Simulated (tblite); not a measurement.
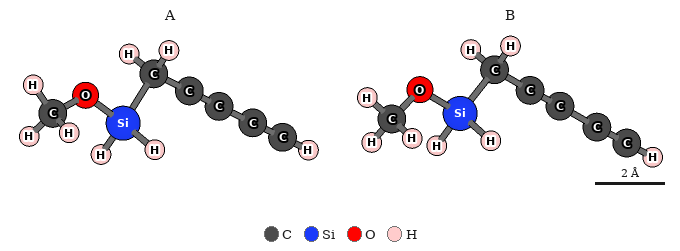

Two geometries of C6H8OSi, drawn at one scale. One is the start of a relaxation, the other its converged end. The picture is a ball-and-stick view, seen from a free direction.

Method: GFN2-xTB geometry optimisation, gas phase (tblite 0.8.0). 

### Which of the two is the end point?

Structure A is the relaxed one. After 69 geometry steps the energy has fallen by 66.7 kJ/mol. An H atom moves most after the best rigid fit: 0.44 Å. By element the largest moves are H 0.44 Å, Si 0.30 Å, O 0.27 Å, C 0.23 Å. Among the contacts that change: C–C 1.529 → 1.359 Å, C–C 1.476 → 1.433 Å, O–Si 1.663 → 1.622 Å, C–Si 1.880 → 1.904 Å. Among the angles between lasting bonds that change: C–Si–O 112.9° → 101.1°, Si–O–C 118.2° → 127.7°, O–Si–H 107.6° → 111.6°.
